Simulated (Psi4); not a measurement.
# Al2H4Br2 (SMILES [AlH2-]1[Br+][AlH2-][Br+]1), step by step

We compute the energy (r2SCAN-D4/def2-TZVPP), then a single-point energy (wB97M-V/def2-TZVPP) of Al2H4Br2. 

The calculation is run with Psi4 1.11.

## 1. Starting point

The species is Al2H4Br2 (8 atoms), meant as a singlet with charge 0. SMILES: `[AlH2-]1[Br+][AlH2-][Br+]1`.

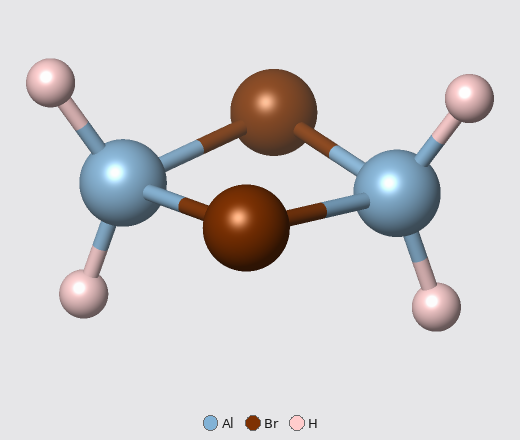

Viewed from a chosen angle; aluminium light blue, bromine brown, hydrogen pink.

## 2. The energy at r2SCAN-D4/def2-TZVPP (density fitting) (run 5)

File calc.inp:

```
memory 3.3 GB

molecule system {
  0 1
  Al
  Br 1 2.461831
  Al 2 2.464524 1 86.13901
  Br 3 2.461795 2 92.78464 1 -11.08904
  H 1 1.573925 2 107.61661 3 -98.30176
  H 1 1.573628 5 127.6962 2 130.77095
  H 3 1.573928 4 107.65399 1 -98.27219
  H 3 1.573645 7 127.6841 2 -130.40171
  symmetry c1
}

set scf_type df
set dft_radial_points 99
set dft_spherical_points 590

E, wfn = energy("r2scan-d4/def2-TZVPP", return_wfn=True)
print_variables()
```

Run with:

```console
$ psi4 -n 2 calc.inp calc.out
```

calc.out:

```text
[...]
  Running in c1 symmetry.
[...]
  Nuclear repulsion =  668.895169167248923
[...]
  Multiplicity = 1
[...]
  Nalpha       = 50
  Nbeta        = 50
[...]
    Number of basis functions: 236
[...]
   @DF-RKS iter   1: -5634.94947776240770   -2.42013e+00   9.40153e-03 ADIIS/DIIS
[...]
   @DF-RKS iter   8: -5635.64643031520609   -3.85353e-08   5.47870e-07 DIIS
[...]
    Orbital Energies [Eh]
    ---------------------
    Doubly Occupied:
       1A   -482.253456     2A   -482.253455     3A    -62.328729
       4A    -62.328728     5A    -56.108441     6A    -56.108440
       7A    -56.108357     8A    -56.108351     9A    -56.107220
      10A    -56.107213    11A    -55.782763    12A    -55.782754
      13A     -8.662161    14A     -8.662159    15A     -6.462018
      16A     -6.462017    17A     -6.461738    18A     -6.461737
      19A     -6.457780    20A     -6.457778    21A     -4.092502
      22A     -4.092495    23A     -2.633004    24A     -2.632997
      25A     -2.630743    26A     -2.630724    27A     -2.624694
      28A     -2.624687    29A     -2.562300    30A     -2.562298
      31A     -2.562120    32A     -2.562113    33A     -2.559130
      34A     -2.559129    35A     -2.558922    36A     -2.558919
[...]
  @DF-RKS Final Energy: -5635.64643031520609
   => Energetics <=
    Nuclear Repulsion Energy =            668.8951691672489233
    One-Electron Energy =               -9175.8402203249534068
    Two-Electron Energy =                3092.7824401767520612
    DFT Exchange-Correlation Energy =    -221.4817909554613777
    Empirical Dispersion Energy =          -0.0020283787914695
    VV10 Nonlocal Energy =                  0.0000000000000000
    Total Energy =                      -5635.6464303152060893
[...]
 Multipole Moments:
 ------------------------------------------------------------------------------------
     Multipole            Electronic (a.u.)      Nuclear  (a.u.)        Total (a.u.)
 ------------------------------------------------------------------------------------
 L = 1.  Multiply by 2.5417464519 to convert [e a0] to [Debye]
 Dipole X            :         -1.8589477            1.7973951           -0.0615526
 Dipole Y            :          0.1701339           -0.1642901            0.0058438
 Dipole Z            :          0.1815273           -0.1756914            0.0058359
 Magnitude           :                                                    0.0621041
[...]
```

Run time: 66 s. Hardware: 2 threads of Intel Xeon Platinum 8259CL at 2.50GHz (Skylake/Cascade Lake), shared host; peak memory 2.3 GiB.

## 3. The energy at wB97M-V/def2-TZVPP (density fitting) (run 8)

File calc.dat:

```
memory 3300 mb

molecule system {
  0 1
  Al    -0.708380     1.490990    -0.307290
  Br     1.253180     0.814400     1.017520
  Al     0.792420    -1.472700     0.223320
  Br    -1.405200    -0.841910    -0.689370
  H     -0.184230     2.059710    -1.678080
  H     -1.750150     2.148370     0.671930
  H      1.751510    -1.753520    -0.992630
  H      0.548700    -2.379950     1.485800
  units angstrom
  symmetry c1
}

set basis def2-TZVPP
set scf_type df
set dft_radial_points 99
set dft_spherical_points 590
set dft_vv10_postscf true

e_tot, wfn = energy("wb97m-v", return_wfn=True)
```

Run with:

```console
$ psi4 calc.dat calc.out -n 2
```

calc.out:

```text
[...]
  Running in c1 symmetry.
[...]
  Nuclear repulsion =  668.895163737101143
[...]
  Multiplicity = 1
[...]
  Nalpha       = 50
  Nbeta        = 50
[...]
    Number of basis functions: 236
[...]
   @DF-RKS iter   1: -5635.27969703537656   -2.87854e+00   8.47989e-03 DIIS/ADIIS
[...]
   @DF-RKS iter   7: -5635.81189885136700   -5.36010e-07   5.19398e-07 DIIS
[...]
    Orbital Energies [Eh]
    ---------------------
    Doubly Occupied:
       1A   -483.534576     2A   -483.534575     3A    -62.840334
       4A    -62.840333     5A    -56.525720     6A    -56.525719
       7A    -56.525660     8A    -56.525654     9A    -56.524663
      10A    -56.524656    11A    -56.340818    12A    -56.340810
      13A     -8.923476    14A     -8.923474    15A     -6.703524
      16A     -6.703523    17A     -6.703304    18A     -6.703303
      19A     -6.699748    20A     -6.699746    21A     -4.323085
      22A     -4.323078    23A     -2.838959    24A     -2.838948
      25A     -2.837158    26A     -2.837130    27A     -2.832205
      28A     -2.832197    29A     -2.786546    30A     -2.786537
      31A     -2.786351    32A     -2.786343    33A     -2.783497
      34A     -2.783495    35A     -2.783327    36A     -2.783318
[...]
  @DF-RKS Final Energy: -5635.39881284705825
   => Energetics <=
    Nuclear Repulsion Energy =            668.8951637371011429
    One-Electron Energy =               -9175.5746285320419702
    Two-Electron Energy =                3046.1873107431661083
    DFT Exchange-Correlation Energy =    -175.3196743186101116
    Empirical Dispersion Energy =           0.0000000000000000
    VV10 Nonlocal Energy =                  0.4130155233260048
    Total Energy =                      -5635.3988128470591619
[...]
 Multipole Moments:
 ------------------------------------------------------------------------------------
     Multipole            Electronic (a.u.)      Nuclear  (a.u.)        Total (a.u.)
 ------------------------------------------------------------------------------------
 L = 1.  Multiply by 2.5417464519 to convert [e a0] to [Debye]
 Dipole X            :         -0.9241382            0.8972665           -0.0268716
 Dipole Y            :         -0.1786611            0.1737467           -0.0049145
 Dipole Z            :          1.6129355           -1.5662736            0.0466618
 Magnitude           :                                                    0.0540700
[...]
```

Run time: 92 s. Hardware: 2 threads of Intel Xeon Platinum 8259CL at 2.50GHz (Skylake/Cascade Lake), shared host; peak memory 2.6 GiB.

## 4. What came out

| quantity | value |
| --- | --- |
| run 5, r2SCAN-D4/def2-TZVPP: total energy | -5635.64643 Eh |
| run 5, r2SCAN-D4/def2-TZVPP: dipole moment | 0.16 D |
| run 5, r2SCAN-D4/def2-TZVPP: HOMO energy | -7.33 eV |
| run 5, r2SCAN-D4/def2-TZVPP: LUMO energy | -1.36 eV |
| run 5, r2SCAN-D4/def2-TZVPP: HOMO–LUMO gap | 5.97 eV |
| run 5, r2SCAN-D4/def2-TZVPP: dispersion energy | -5.33 kJ/mol |
| run 8, wB97M-V/def2-TZVPP: total energy | -5635.39881 Eh |
| run 8, wB97M-V/def2-TZVPP: dipole moment | 0.14 D |
| run 8, wB97M-V/def2-TZVPP: HOMO energy | -10.49 eV |
| run 8, wB97M-V/def2-TZVPP: LUMO energy | 0.63 eV |
| run 8, wB97M-V/def2-TZVPP: HOMO–LUMO gap | 11.12 eV |
